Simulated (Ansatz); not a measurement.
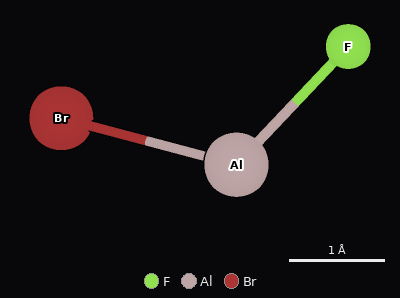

This is the input geometry for a relaxation of AlBrF (multiplicity 2) (coarse preliminary run). A ball-and-stick model, seen at a tilt.

The start comes from a force field.

These are results of Ansatz, UKS PBE-D4/def2-SVP, not measurements.

Input
```yaml
crystal:
  periodic: [false, false, false]
  atoms:
    - {symbol: F, position_ang: [-1.171900, 1.068300, -0.533700]}
    - {symbol: Al, position_ang: [-0.447500, -0.495100, -0.295700]}
    - {symbol: Br, position_ang: [1.608400, -0.638000, 0.816200]}
basis:
  gaussian: {orbitals: def2-SVP}
magnetization: {spin_polarized: true, initial_magnetization: 1}
hamiltonian: {xc: pbe, dispersion: d4}
relax: {f_tol: 0.03, max_steps: 200}
```

**What does the optimiser find from here?**

The energy falls by 0.061 eV in 3 geometry steps. The largest force component goes from 1.3 to 0.0045 eV/Å. The largest moves after the best rigid fit, 0.043 Å, are those of F1 and Br3. By element the largest moves are F 0.043 Å, Br 0.043 Å, Al 0.030 Å. Near-neighbour distances that change, for instance: F1–Al2 1.739 → 1.681 Å, Al2–Br3 2.342 → 2.285 Å. The run took about 4 core-seconds on a shared host.

Step by step:

```csv
step,"E − E(0), eV","largest force component, eV/Å"
0,0.0000,1.2630
1,-0.0464,0.7364
2,-0.0605,0.0692
3,-0.0610,0.0045
```

The structure at the end:

```xyz
3

F    -1.1473    1.0339   -0.5237
Al   -0.4347   -0.4699   -0.2861
Br    1.5710   -0.6288    0.7966
```
